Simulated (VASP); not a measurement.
Band structure of AgBr (rock salt). Computed with vdW-DF2, VASP's PBE PAW potentials (set 64) (plane waves; VASP).

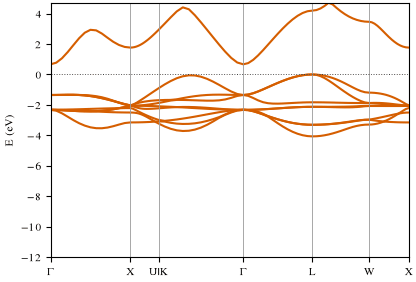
*Bands along high-symmetry lines, zero at the valence-band maximum or, without a gap, the Fermi level*

Question: Read the plot: is there a gap, and where are the band edges?

Answer: The gap is indirect, 0.67 eV, from the valence maximum at L to the conduction minimum at Γ. (Edges off the drawn lines would not show.)

The compound is AgBr in the rock salt structure. It was relaxed first, which changed the volume by +14 %.
